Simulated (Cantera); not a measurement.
Input: 1 mol CF₄, 2.4 mol F₂, 1.4 mol H₂, at 4.80 mbar.

Equilibrium computed with Cantera from the NASA thermochemical tables; the gas is ideal and each condensed phase is pure. Candidate condensed phases: C, C₆H₆, C₇H₈, C₈H₁₈; 110 gas species. Ions and electrons are included (thermal ionisation). Equilibrium is a limit: real reactors are often held back by kinetics, nucleation or transport.

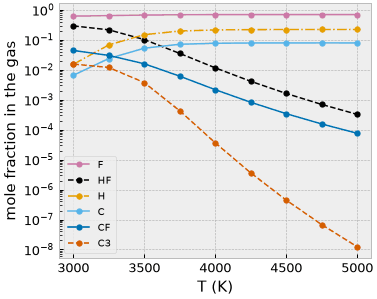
Fig. 1. Equilibrium gas composition (values under 1e-9 drawn at 1e-9)

From 3000 K to 5000 K nothing is condensed. The main C-bearing gas is C₃ at 3000 K and C at 5000 K.
